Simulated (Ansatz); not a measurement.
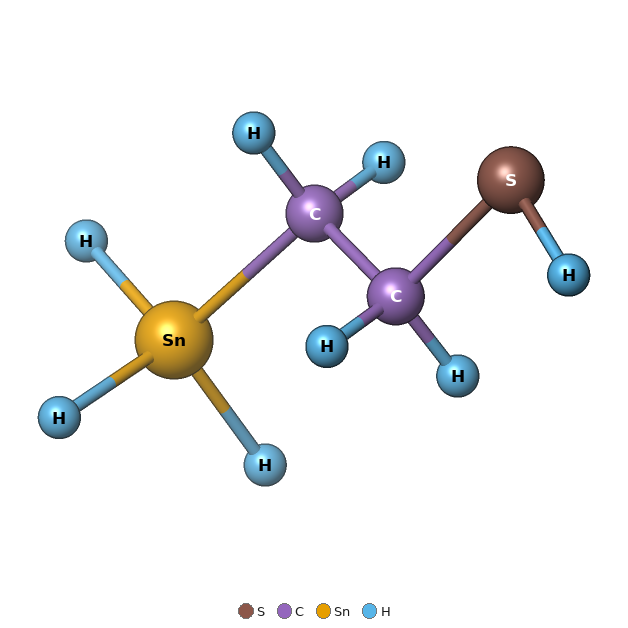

A ball-and-stick model of a molecule. Every bond is drawn as one stick, whatever its order.

Computed geometry: PBE0-D4/def2-TZVP optimisation. No frequency run is at hand to confirm it as a minimum.

> Which formula does it have?

C2H8SSn, 12 atoms: 2 carbon, 8 hydrogen, 1 sulfur and 1 tin.

> How many sets of symmetry-equivalent atoms are there?

9: 1 S, 1 C, 1 C, 1 Sn, 1 H, 2 H, 2 H, 2 H, 1 H.

> What is the point group of this geometry?

Cs.

> Name functional groups in it.

Among them: thiol.

The parts below concern this one geometry. Atoms keep their numbers from picture to picture.

## Dipole moment

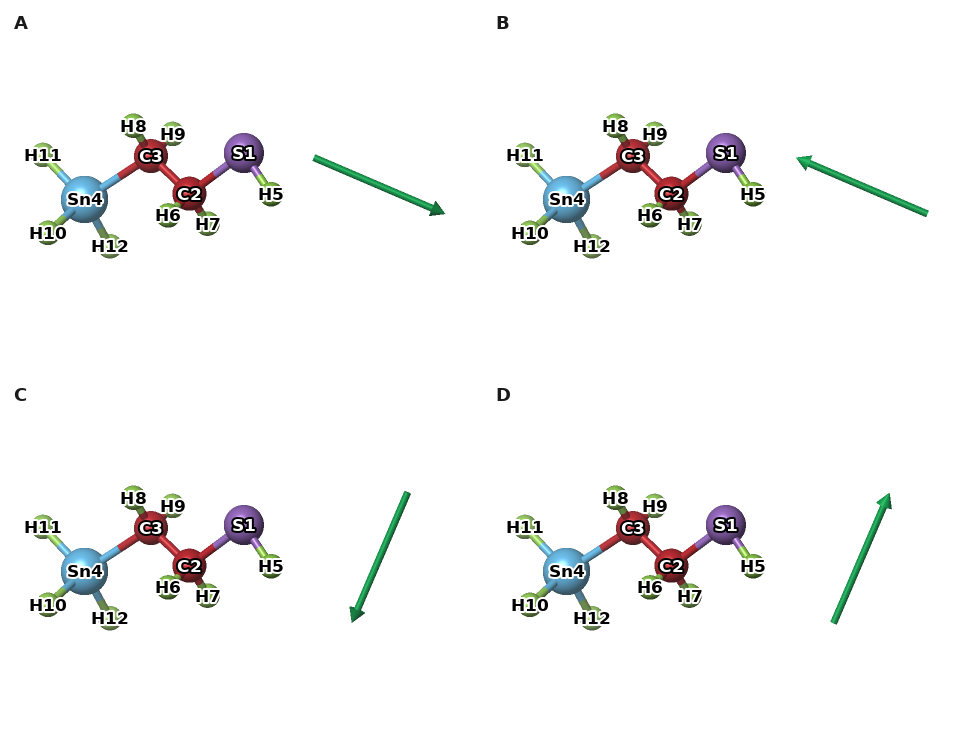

The same molecule four times, each with an arrow. No frequency run is at hand to confirm it as a minimum. Level of theory: RKS PBE0-D4/def2-TZVP, core potentials on Sn (Ansatz 0.2.0).

> Which arrow points along the dipole moment, from the negative to the positive end?

C. The dipole moment is 1.05 D; it points from the side of S1 to the side of H10, H12 (the outermost atoms at the two ends).

## Levels of theory compared

No frequency run is at hand to confirm it as a minimum. Program: Ansatz 0.2.0.

Tabulate HOMO energy (eV) at these levels: B3LYP-D4/def2-TZVPP; PBE-D4/def2-TZVPP; PBE0-D4/def2-TZVPP; r2SCAN-D4/def2-TZVPP; ωB97M-V/def2-TZVPP; ωB97X-V/def2-TZVPP.

```
               level  HOMO energy (eV)
 B3LYP-D4/def2-TZVPP             −6.57
   PBE-D4/def2-TZVPP             −5.55
  PBE0-D4/def2-TZVPP             −6.80
r2SCAN-D4/def2-TZVPP             −5.81
  ωB97M-V/def2-TZVPP             −9.05
  ωB97X-V/def2-TZVPP             −9.22
```

## Charges

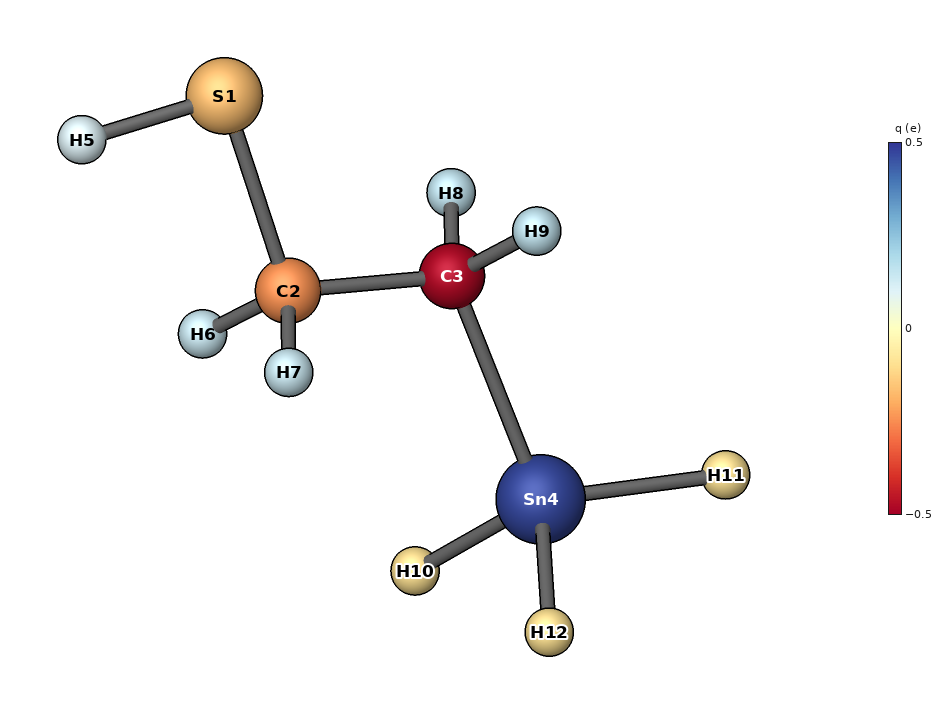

Atoms are coloured by their Mulliken charges. No frequency run is at hand to confirm it as a minimum. Properties computed with RKS ωB97M-V/def2-TZVPP, core potentials on Sn (Ansatz 0.2.0).

> Which atom carries the highest charge (most positive or least negative)?

Sn4 (0.47 e).

> And the lowest?

C3 (−0.48 e).

List the Mulliken charges.

```
atom  value (e)
  S1      −0.16
  C2      −0.24
  C3      −0.48
 Sn4       0.47
  H5       0.10
  H6       0.14
  H7       0.14
  H8       0.15
  H9       0.15
 H10      −0.09
 H11      −0.09
 H12      −0.09
```

Mulliken values depend strongly on the basis set and can even reverse the polarity of a bond.
